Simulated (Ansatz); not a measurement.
# Work function of Pd(111): what the settings cost and change, part 2 of 2

How thick a slab and how much vacuum does the work function of Pd(111) need?

Ansatz 0.2.0; plane-wave DFT, PBE, Ansatz PAW.

So far, work function, upper face (eV): step 2 (slab, setting 1 layer) 5.99; step 4 (run, 3 atoms) 5.21; step 5 (run, 4 atoms) 5.22; step 6 (slab, 5 atoms) 5.21; step 7 (run, 6 atoms) 5.22.

## 8. Slab, 8 atoms

System of this step: Pd(111). The cell holds 8 atoms: 8 Pd. Its edges and angles: a = 2.751 Å, b = 2.751 Å, c = 33.721 Å, α = 90.0°, β = 90.0°, γ = 60.0°. Vacuum lies along c.

Contents of input.yaml:

```yaml
crystal:
  lattice:
    - [2.7506453788, 0.0, 0.0]
    - [1.3753226894, 2.3821287749, 0.0]
    - [0.0, 0.0, 33.72124783]
  atoms:
    - { symbol: Pd, position: [0.6666666667, 0.6666666667, 0.266894038] }
    - { symbol: Pd, position: [0.0, 0.0, 0.3334957414] }
    - { symbol: Pd, position: [0.3333333333, 0.3333333333, 0.4000974449] }
    - { symbol: Pd, position: [0.6666666667, 0.6666666667, 0.4666991483] }
    - { symbol: Pd, position: [0.0, 0.0, 0.5333008517] }
    - { symbol: Pd, position: [0.3333333333, 0.3333333333, 0.5999025551] }
    - { symbol: Pd, position: [0.6666666667, 0.6666666667, 0.6665042586] }
    - { symbol: Pd, position: [0.0, 0.0, 0.733105962] }
kpoints:
  mp_grid: { grid: [17, 17, 1] }
hamiltonian:
  xc: pbe
scf:
  occupations: { method: fermi_dirac, width: 0.1 }
  convergence: { dr2_threshold: 1.0e-09 }
efield:
  axis: 3
  dipole_correction: true
  ramp_position: 0.97
  ramp_width: 0.06
output:
  write_potential: true
  write_density: true
  volumetric_format: npy
```

Launch:

```console
$ ansatz run input.yaml --threads 2 --pin off --max-ram 3072MiB --backend cpu --events-out ev --progress --plain --runs-dir out
```

Numbers of over 12 decimals in the logs are rounded to 6 here.

What it wrote:

```text
[...]
Crystal: 8 atoms, lattice volume = 220.955 Å³
Basis set: ecut = 420 eV, 4319 PW (Γ)
Bands: 87, of which v1, the nominal top of the filled ones, is band 72 counted from 1 (71 counted from 0)
Symmetry: 6 space group operations
k-points: 33 of 289 (time reversal used)
[...]
k-point 0: bands = [... 68 lower, 7.1359, 7.1359, 7.4151, 7.4151, 7.7347, 7.7347, 7.9471, 7.9835, ... 11 higher]
  k-point 1: bands = [... 68 lower, 7.1402, 7.1484, 7.2846, 7.4199, 7.5508, 7.7109, 7.7383, 7.9407, ... 11 higher]
  k-point 2: bands = [... 68 lower, 7.0117, 7.1201, 7.1758, 7.3252, 7.4302, 7.7466, 7.7696, 7.9996, ... 11 higher]
  k-point 32: bands = [... 68 lower, 7.9105, 7.9292, 8.0292, 8.0407, 13.7447, 13.7470, 13.9139, 14.1169, ... 11 higher]
[key lines of the parts left out:]
SCF converged after 13 iterations
Free energy (F): -55781.895092 eV
Fermi energy:    8.166077 eV
Dipole field:    D = 0.000003 V/Å  (p = 0.000004 e·Å, saw-weighted, corrected)
Work function:   Φ+ = 5.2244 eV   Φ− = 5.2245 eV
```

It took 1.8 min on 2 threads of Arm Neoverse N1, shared host; peak memory 0.9 GiB.

The work function is 5.224 eV, +0.002 eV from the run “6 layers”, at 1.9 times its CPU time.

## 9. Run, 10 atoms

System of this step: Pd(111). The cell holds 10 atoms: 10 Pd. Its edges and angles: a = 2.751 Å, b = 2.751 Å, c = 38.213 Å, α = 90.0°, β = 90.0°, γ = 60.0°. Vacuum lies along c.

input.yaml, the sections that differ from step 8:

```yaml
crystal:
  lattice:
    - [2.7506453788, 0.0, 0.0]
    - [1.3753226894, 2.3821287749, 0.0]
    - [0.0, 0.0, 38.2130329243]
  atoms:
    - { symbol: Pd, position: [0.0, 0.0, 0.2355217399] }
    - { symbol: Pd, position: [0.3333333333, 0.3333333333, 0.2942946866] }
    - { symbol: Pd, position: [0.6666666667, 0.6666666667, 0.3530676333] }
    - { symbol: Pd, position: [0.0, 0.0, 0.41184058] }
    - { symbol: Pd, position: [0.3333333333, 0.3333333333, 0.4706135267] }
    - { symbol: Pd, position: [0.6666666667, 0.6666666667, 0.5293864733] }
    - { symbol: Pd, position: [0.0, 0.0, 0.58815942] }
    - { symbol: Pd, position: [0.3333333333, 0.3333333333, 0.6469323667] }
    - { symbol: Pd, position: [0.6666666667, 0.6666666667, 0.7057053134] }
    - { symbol: Pd, position: [0.0, 0.0, 0.7644782601] }
# kpoints, hamiltonian, scf, efield, output: as in step 8
```

What it wrote:

```text
[...]
Crystal: 10 atoms, lattice volume = 250.387 Å³
Basis set: ecut = 420 eV, 4897 PW (Γ)
Bands: 108, of which v1, the nominal top of the filled ones, is band 90 counted from 1 (89 counted from 0)
Symmetry: 6 space group operations
k-points: 33 of 289 (time reversal used)
[...]
k-point 0: bands = [... 86 lower, 8.5042, 8.7092, 8.7280, 8.7280, 8.9900, 8.9900, 9.2344, 9.2344, ... 14 higher]
  k-point 1: bands = [... 86 lower, 8.5193, 8.5986, 8.7064, 8.7350, 8.9266, 8.9948, 9.0438, 9.2077, ... 14 higher]
  k-point 2: bands = [... 86 lower, 8.4242, 8.5344, 8.5527, 8.7330, 8.7510, 9.0055, 9.1090, 9.2505, ... 14 higher]
  k-point 32: bands = [... 86 lower, 9.3186, 9.3557, 9.4167, 9.4392, 15.0942, 15.1085, 15.1963, 15.2813, ... 14 higher]
[key lines of the parts left out:]
SCF converged after 14 iterations
Free energy (F): -69727.632091 eV
Fermi energy:    9.547356 eV
Dipole field:    D = -0.000000 V/Å  (p = -0.000001 e·Å, saw-weighted, corrected)
Work function:   Φ+ = 5.2208 eV   Φ− = 5.2208 eV
```

Wall time 2.8 min (2 threads); peak memory 1.2 GiB; 5 min of CPU time.

The work function is 5.221 eV, -0.004 eV from the run “8 layers”, at 1.6 times its CPU time.

## 10. Slab, 13 atoms

System of this step: Pd(111). The cell holds 13 atoms: 13 Pd. Its edges and angles: a = 2.751 Å, b = 2.751 Å, c = 44.951 Å, α = 90.0°, β = 90.0°, γ = 60.0°. Vacuum lies along c.

input.yaml, the sections that differ from step 9:

```yaml
crystal:
  lattice:
    - [2.7506453788, 0.0, 0.0]
    - [1.3753226894, 2.3821287749, 0.0]
    - [0.0, 0.0, 44.9507105658]
  atoms:
    - { symbol: Pd, position: [0.0, 0.0, 0.2002193044] }
    - { symbol: Pd, position: [0.3333333333, 0.3333333333, 0.2501827536] }
    - { symbol: Pd, position: [0.6666666667, 0.6666666667, 0.3001462029] }
    - { symbol: Pd, position: [0.0, 0.0, 0.3501096522] }
    - { symbol: Pd, position: [0.3333333333, 0.3333333333, 0.4000731015] }
    - { symbol: Pd, position: [0.6666666667, 0.6666666667, 0.4500365507] }
    - { symbol: Pd, position: [0.0, 0.0, 0.5] }
    - { symbol: Pd, position: [0.3333333333, 0.3333333333, 0.5499634493] }
    - { symbol: Pd, position: [0.6666666667, 0.6666666667, 0.5999268985] }
    - { symbol: Pd, position: [0.0, 0.0, 0.6498903478] }
    - { symbol: Pd, position: [0.3333333333, 0.3333333333, 0.6998537971] }
    - { symbol: Pd, position: [0.6666666667, 0.6666666667, 0.7498172464] }
    - { symbol: Pd, position: [0.0, 0.0, 0.7997806956] }
# kpoints, hamiltonian, scf, efield, output: as in step 9
```

What it wrote:

```text
[...]
Crystal: 13 atoms, lattice volume = 294.535 Å³
Basis set: ecut = 420 eV, 5761 PW (Γ)
Bands: 141, of which v1, the nominal top of the filled ones, is band 117 counted from 1 (116 counted from 0)
Symmetry: 6 space group operations
k-points: 33 of 289 (time reversal used)
[...]
k-point 1: bands = [... 113 lower, 10.0776, 10.1381, 10.2868, 10.3224, 10.3547, 10.5102, 10.5280, 10.6197, ... 20 higher]
  k-point 2: bands = [... 113 lower, 10.0474, 10.0606, 10.1684, 10.2056, 10.3404, 10.4552, 10.5416, 10.7391, ... 20 higher]
  k-point 32: bands = [... 113 lower, 10.9055, 10.9369, 10.9882, 10.9991, 16.6306, 16.6364, 16.7034, 16.7241, ... 20 higher]
[key lines of the parts left out:]
SCF converged after 14 iterations
Free energy (F): -90646.242016 eV
Fermi energy:    11.099723 eV
Dipole field:    D = -0.000000 V/Å  (p = -0.000001 e·Å, saw-weighted, corrected)
Work function:   Φ+ = 5.2204 eV   Φ− = 5.2204 eV
```

Elapsed: 4.9 min, on 2 threads; peak memory 1.6 GiB.

The work function is 5.220 eV, -0.000 eV from the run “10 layers”, at 1.8 times its CPU time.

## 11. Slab, 7 atoms

System of this step: Pd(111). The cell holds 7 atoms: 7 Pd. Its edges and angles: a = 2.751 Å, b = 2.751 Å, c = 23.475 Å, α = 90.0°, β = 90.0°, γ = 60.0°. Vacuum lies along c.

input.yaml, the sections that differ from step 10:

```yaml
crystal:
  lattice:
    - [2.7506453788, 0.0, 0.0]
    - [1.3753226894, 2.3821287749, 0.0]
    - [0.0, 0.0, 23.4753552829]
  atoms:
    - { symbol: Pd, position: [0.0, 0.0, 0.2129893218] }
    - { symbol: Pd, position: [0.3333333333, 0.3333333333, 0.3086595478] }
    - { symbol: Pd, position: [0.6666666667, 0.6666666667, 0.4043297739] }
    - { symbol: Pd, position: [0.0, 0.0, 0.5] }
    - { symbol: Pd, position: [0.3333333333, 0.3333333333, 0.5956702261] }
    - { symbol: Pd, position: [0.6666666667, 0.6666666667, 0.6913404522] }
    - { symbol: Pd, position: [0.0, 0.0, 0.7870106782] }
# kpoints, hamiltonian, scf, efield, output: as in step 10
```

What it wrote:

```text
[...]
Crystal: 7 atoms, lattice volume = 153.820 Å³
Basis set: ecut = 420 eV, 3001 PW (Γ)
Bands: 76, of which v1, the nominal top of the filled ones, is band 63 counted from 1 (62 counted from 0)
Symmetry: 6 space group operations
k-points: 33 of 289 (time reversal used)
[...]
k-point 1: bands = [... 59 lower, 10.4928, 10.5568, 10.7378, 10.8817, 11.0887, 11.1175, 11.2402, 11.3973, ... 9 higher]
  k-point 2: bands = [... 59 lower, 10.4679, 10.5222, 10.6306, 10.7503, 10.9527, 11.0948, 11.4070, 11.5567, ... 9 higher]
  k-point 32: bands = [... 59 lower, 11.3231, 11.3764, 11.4404, 11.4835, 17.1948, 17.2308, 17.4630, 17.7301, ... 9 higher]
[key lines of the parts left out:]
SCF converged after 13 iterations
Free energy (F): -48809.024649 eV
Fermi energy:    11.608441 eV
Dipole field:    D = 0.000000 V/Å  (p = 0.000000 e·Å, saw-weighted, corrected)
Work function:   Φ+ = 5.2172 eV (in doubt: plateau slope 2.3e-2 eV/Å)   Φ− = 5.2183 eV (in doubt: plateau slope 1.6e-2 eV/Å)
```

Run time: 63 s. Hardware: 2 threads; peak memory 0.64 GiB.

The work function is 5.217 eV. The program marks this work function as in doubt.

## 12. Slab, 7 atoms (run 2)

The cell differs from the one that the last finished run ended in (c 23.475 → 27.475 Å).

input.yaml, the sections that differ from step 11:

```yaml
crystal:
  lattice:
    - [2.7506453788, 0.0, 0.0]
    - [1.3753226894, 2.3821287749, 0.0]
    - [0.0, 0.0, 27.4753552829]
  atoms:
    - { symbol: Pd, position: [0.0, 0.0, 0.2547737756] }
    - { symbol: Pd, position: [0.3333333333, 0.3333333333, 0.3365158504] }
    - { symbol: Pd, position: [0.6666666667, 0.6666666667, 0.4182579252] }
    - { symbol: Pd, position: [0.0, 0.0, 0.5] }
    - { symbol: Pd, position: [0.3333333333, 0.3333333333, 0.5817420748] }
    - { symbol: Pd, position: [0.6666666667, 0.6666666667, 0.6634841496] }
    - { symbol: Pd, position: [0.0, 0.0, 0.7452262244] }
# kpoints, hamiltonian, scf, efield, output: as in step 11
```

What it wrote:

```text
[...]
Crystal: 7 atoms, lattice volume = 180.029 Å³
Basis set: ecut = 420 eV, 3529 PW (Γ)
Bands: 76, of which v1, the nominal top of the filled ones, is band 63 counted from 1 (62 counted from 0)
Symmetry: 6 space group operations
k-points: 33 of 289 (time reversal used)
[...]
k-point 0: bands = [... 59 lower, 8.0242, 8.2820, 8.2820, 8.6358, 8.6358, 8.6857, 8.9434, 8.9434, ... 9 higher]
  k-point 1: bands = [... 59 lower, 8.0428, 8.1068, 8.2878, 8.4317, 8.6387, 8.6675, 8.7905, 8.9473, ... 9 higher]
  k-point 2: bands = [... 59 lower, 8.0180, 8.0722, 8.1804, 8.3003, 8.5028, 8.6448, 8.9570, 9.1067, ... 9 higher]
  k-point 32: bands = [... 59 lower, 8.8731, 8.9265, 8.9905, 9.0335, 14.7448, 14.7808, 15.0130, 15.2801, ... 9 higher]
[key lines of the parts left out:]
SCF converged after 13 iterations
Free energy (F): -48809.024660 eV
Fermi energy:    9.158445 eV
Dipole field:    D = -0.000000 V/Å  (p = -0.000000 e·Å, saw-weighted, corrected)
Work function:   Φ+ = 5.2205 eV   Φ− = 5.2205 eV
```

Elapsed: 69 s, on 2 threads; peak memory 0.71 GiB; 2 min of CPU time.

The work function is 5.220 eV, +0.003 eV from the run “7 layers, 10 Å of vacuum”, at 1.1 times its CPU time.

## 13. Slab, 7 atoms (run 3)

The cell differs from the one that the last finished run ended in (c 27.475 → 39.475 Å).

input.yaml, the sections that differ from step 12:

```yaml
crystal:
  lattice:
    - [2.7506453788, 0.0, 0.0]
    - [1.3753226894, 2.3821287749, 0.0]
    - [0.0, 0.0, 39.4753552829]
  atoms:
    - { symbol: Pd, position: [0.0, 0.0, 0.329319392] }
    - { symbol: Pd, position: [0.3333333333, 0.3333333333, 0.386212928] }
    - { symbol: Pd, position: [0.6666666667, 0.6666666667, 0.443106464] }
    - { symbol: Pd, position: [0.0, 0.0, 0.5] }
    - { symbol: Pd, position: [0.3333333333, 0.3333333333, 0.556893536] }
    - { symbol: Pd, position: [0.6666666667, 0.6666666667, 0.613787072] }
    - { symbol: Pd, position: [0.0, 0.0, 0.670680608] }
# kpoints, hamiltonian, scf, efield, output: as in step 12
```

What it wrote:

```text
[...]
Crystal: 7 atoms, lattice volume = 258.658 Å³
Basis set: ecut = 420 eV, 5057 PW (Γ)
Bands: 76, of which v1, the nominal top of the filled ones, is band 63 counted from 1 (62 counted from 0)
Symmetry: 6 space group operations
k-points: 33 of 289 (time reversal used)
[...]
k-point 0: bands = [... 59 lower, 3.6533, 3.9110, 3.9110, 4.2648, 4.2648, 4.3147, 4.5725, 4.5725, ... 9 higher]
  k-point 1: bands = [... 59 lower, 3.6718, 3.7358, 3.9168, 4.0608, 4.2677, 4.2965, 4.4195, 4.5763, ... 9 higher]
  k-point 2: bands = [... 59 lower, 3.6471, 3.7012, 3.8094, 3.9293, 4.1318, 4.2738, 4.5861, 4.7357, ... 9 higher]
  k-point 32: bands = [... 59 lower, 4.5021, 4.5555, 4.6195, 4.6625, 10.3738, 10.4098, 10.6420, 10.9091, ... 9 higher]
[key lines of the parts left out:]
SCF converged after 13 iterations
Free energy (F): -48809.024640 eV
Fermi energy:    4.787481 eV
Dipole field:    D = 0.000002 V/Å  (p = 0.000004 e·Å, saw-weighted, corrected)
Work function:   Φ+ = 5.2204 eV   Φ− = 5.2205 eV
```

Run time: 96 s. Hardware: 2 threads; peak memory 0.92 GiB; 2.8 min of CPU time.

The work function is 5.220 eV, -0.000 eV from the run “7 layers, 14 Å of vacuum”, at 1.4 times its CPU time.

## 14. The series together

Times are for 2 threads of Arm Neoverse N1, shared host. Results by setting:

```csv
no.,setting,"work function, upper face (eV)",time,memory (GiB)
1,1 layer,5.986,8.2 s,0.37
2,2 layers,5.226,14 s,0.43
3,3 layers,5.207,22 s,0.44
4,4 layers,5.221,33 s,0.49
5,5 layers,5.209,41 s,0.58
6,6 layers,5.223,58 s,0.67
7,8 layers,5.224,1.8 min,0.9
8,10 layers,5.221,2.8 min,1.2
9,13 layers,5.220,4.9 min,1.6
10,"7 layers, 10 Å of vacuum",5.217,63 s,0.64
11,"7 layers, 14 Å of vacuum",5.220,69 s,0.71
12,"7 layers, 26 Å of vacuum",5.220,96 s,0.92
```

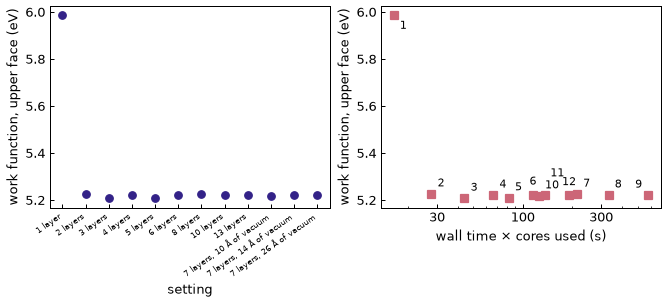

The series as plots; the last panel sets the first result against cost, with the runs numbered as in the table.

## 15. A changed input

System of this step: Pd(111) monolayer. The cell holds 1 atom: 1 Pd. Its edges and angles: a = 2.751 Å, b = 2.751 Å, c = 18.000 Å, α = 90.0°, β = 90.0°, γ = 60.0°. Vacuum lies along c.

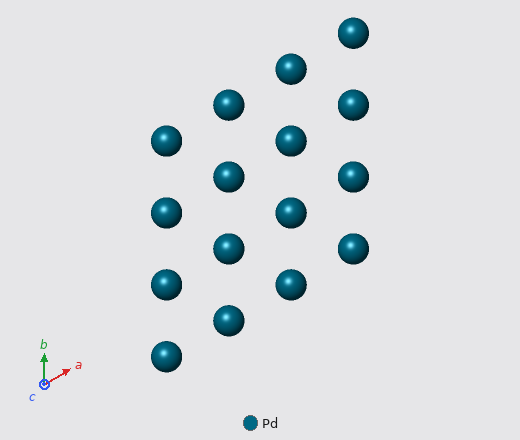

The cell of this step (palladium blue). 4×4×1 cells are drawn.

An input spoilt on purpose, to show how the run answers: it repeats the earlier run “1 layer” with efield.axis from 3 to 0, and scf.max_iter set to 80; its output block differs too.

input.yaml, the sections that differ from step 13:

```yaml
crystal:
  lattice:
    - [2.7506453788, 0.0, 0.0]
    - [1.3753226894, 2.3821287749, 0.0]
    - [0.0, 0.0, 18.0]
  atoms:
    - { symbol: Pd, position: [0.6666666667, 0.6666666667, 0.5] }
scf:
  occupations: { method: fermi_dirac, width: 0.1 }
  convergence: { dr2_threshold: 1.0e-09 }
  max_iter: 80
efield:
  axis: 0
  dipole_correction: true
  ramp_position: 0.97
  ramp_width: 0.06
# kpoints, hamiltonian, output: as in step 13
```

What it wrote:

```text
Error: invalid value for `efield.axis`: must be in [1, 3]; got 0
```

Run time: 0.05 s. Hardware: 2 threads; peak memory 0.06 GiB.

The program refused the input before any cycle.

The program's message: “Error: invalid value for `efield.axis`: must be in [1, 3]; got 0”

The fault put into the input: an axis of 0, outside the range 1 to 3.

## 16. Outcome

```json
{"work function, 1 layer": "5.986 eV", "work function, 3 layers": "5.207 eV", "work function, 6 layers": "5.223 eV", "work function, 13 layers": "5.220 eV"}
```

**Reading.** The thickest slab gives 5.22 eV, and the settings tried spread the value from 5.21 to 5.99 eV. At 18 Å of vacuum, the slabs from 2 layers on stay within 0.02 eV of the thickest. Going from 10 to 26 Å of vacuum moves it by 0.003 eV. The program marks the value as in doubt in “7 layers, 10 Å of vacuum”. The ladder's slabs use the tabulated experimental lattice constant (two decimals; a low-temperature value for the alkali metals). The main runs have no spin polarisation; a magnetic state could lie lower and would change these results. In 1 run of the series (7 layers, 10 Å of vacuum) the program warns that electrons reach the sawtooth's ramp, which makes dipole and work function less sure.

Calculation against experiment:

| quantity | measured | 13 layers |
| --- | --- | --- |
| work function (clean (111) face, a compiled value) (eV) | 5.67 | 5.22 (-0.45 eV) |

Measured values from arxiv:1902.07811 (2019).

Verdict: The work function is off by -0.45 eV: a clear miss. The grades are ours: good and fair within 3 and 7 % for the work function. No cell relaxation is part of this session.

[Logs are printed without paths, hosts, clocks, repeated set-up lines and the standing remarks that a program may print on its own settings, such as how far it seeks lower states.]

[Hosts, paths, dates, database ids (printed as entryN), source tags and the programs' standing remarks are cut or masked in the printed files.]

[Maps of the electrostatic potential energy from Ansatz leave out the sawtooth potential of an applied field or a dipole correction, so their vacuum need not be flat; planar profiles and work functions include it.]
